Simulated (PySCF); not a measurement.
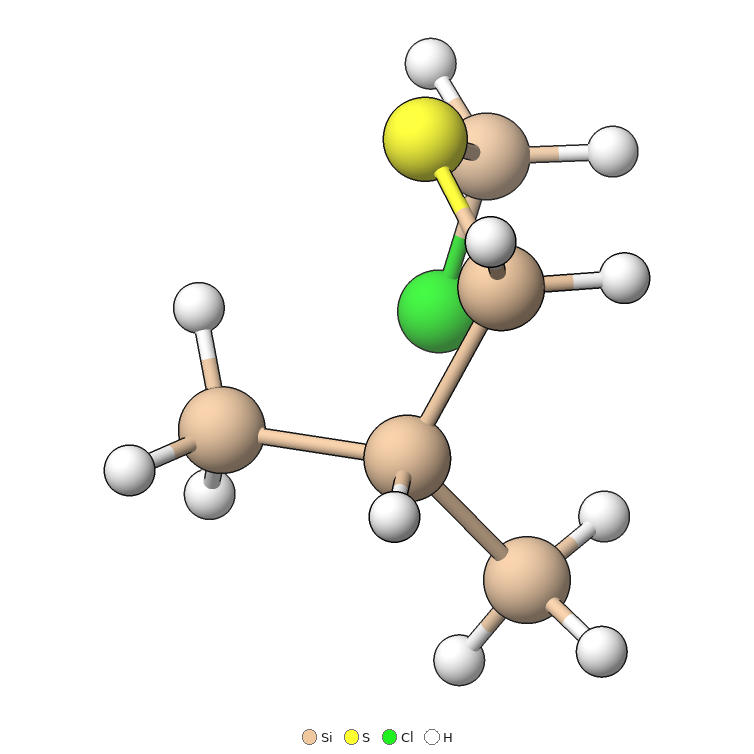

The computed structure is the end point of a GFN2-xTB optimisation. No frequency run is at hand to confirm it as a minimum.

What does the picture show?

Formula ClH11SSi5. Its SMILES string is `[SiH3][SiH]([SiH3])[SiH2]S[SiH2]Cl`. It has no ring. Among its groups: Si–H bond. This geometry has C1 symmetry. Coordination: 5 Si tetrahedral; 1 S bent.

More results for the same structure follow; atom numbers are the same in all pictures, views and colours differ.

## Bond orders

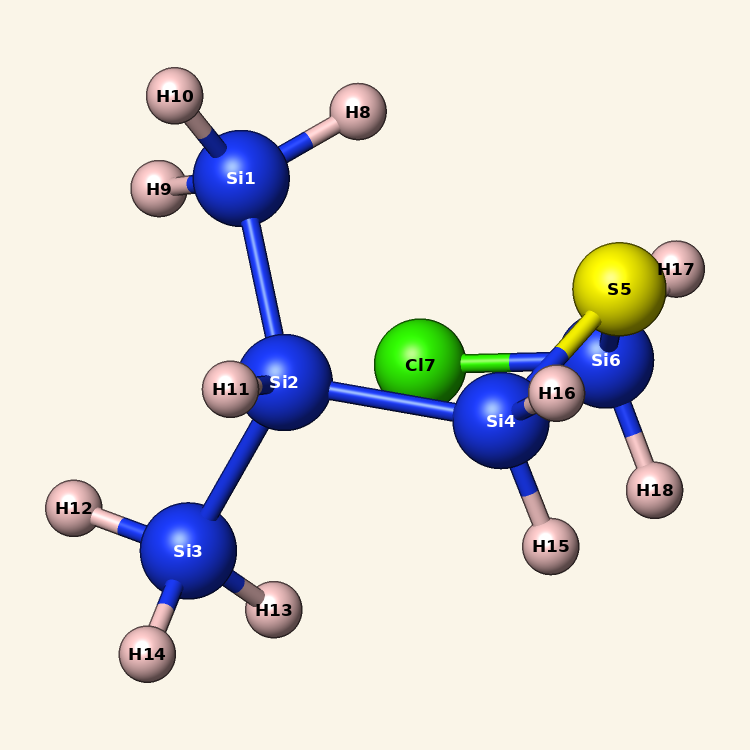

Every bond is drawn as one stick. No frequency run is at hand to confirm it as a minimum. Method: PBE0/pcSseg-1 (PySCF 2.14.0).

Which bond between heavy atoms has the highest Mayer bond order?

Answer. S5–Si6, 1.04, at a length of 2.116 Å.

List the Mayer bond orders of Si1–Si2, Si2–Si3, Si2–Si4, Si4–S5, S5–Si6, Si6–Cl7 (bonds between heavy atoms, one of each equivalent set).

```json
{"bond": "Si1–Si2", "Mayer order": "0.85", "length (Å)": "2.340"}
{"bond": "Si2–Si3", "Mayer order": "0.87", "length (Å)": "2.335"}
{"bond": "Si2–Si4", "Mayer order": "0.83", "length (Å)": "2.333"}
{"bond": "Si4–S5", "Mayer order": "0.88", "length (Å)": "2.197"}
{"bond": "S5–Si6", "Mayer order": "1.04", "length (Å)": "2.116"}
{"bond": "Si6–Cl7", "Mayer order": "0.93", "length (Å)": "2.032"}
```

## Electronic properties

No frequency run is at hand to confirm it as a minimum. Method: PBE0/pcSseg-1, gas phase (PySCF 2.14.0).

Estimate the HOMO–LUMO gap.

Answer. 6.37 eV.

Estimate the dipole moment.

Answer. 0.98 D.

What is the HOMO energy (Kohn–Sham orbital)?

Answer. −7.46 eV.

## Quadrupole coupling

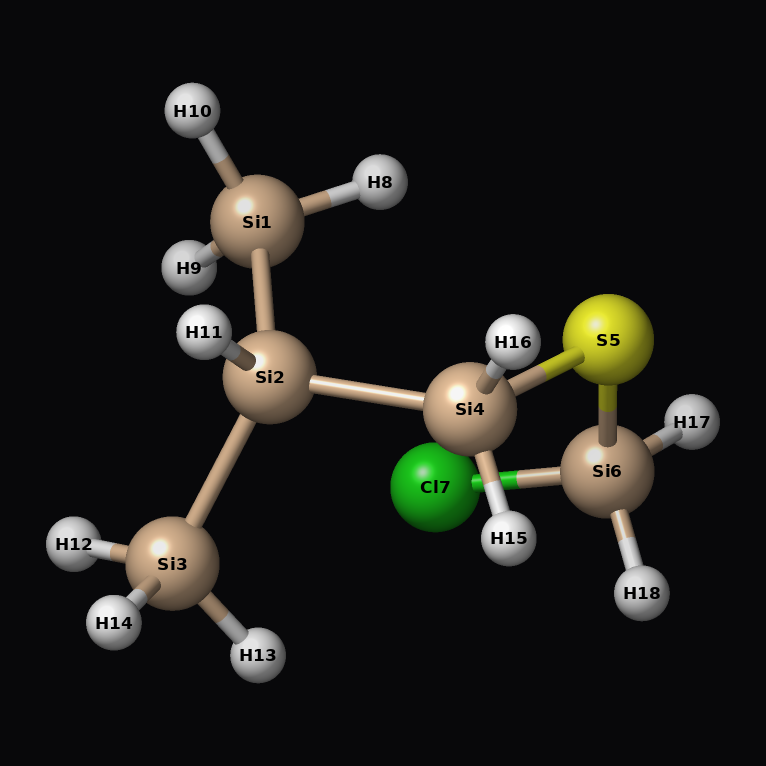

No frequency run is at hand to confirm it as a minimum. Electric field gradients from the ground-state density, PBE0/pcSseg-1 (PySCF 2.14.0), non-relativistic apart from any core potentials.

Give the largest field-gradient component, the quadrupole coupling constant and the asymmetry for 33S at S5 (Q = −67.81 mb), 35Cl at Cl7 (Q = −81.7 mb), 2H at H8 (Q = 2.86 mb), 2H at H9 (Q = 2.86 mb), 2H at H10 (Q = 2.86 mb), 2H at H11 (Q = 2.86 mb).

```tsv
atom	V_zz (a.u.)	e²qQ/h (MHz)	η
S5	−1.627	25.9	0.66
Cl7	2.064	−39.6	0.14
H8	0.165	0.111	0.00
H9	0.163	0.110	0.01
H10	0.164	0.110	0.01
H11	0.152	0.102	0.01
```

The geometry is semi-empirical. Around Si such bond lengths and angles can be off by a tenth of an ångström or more and by several degrees, and values that hang on the shape move with them.
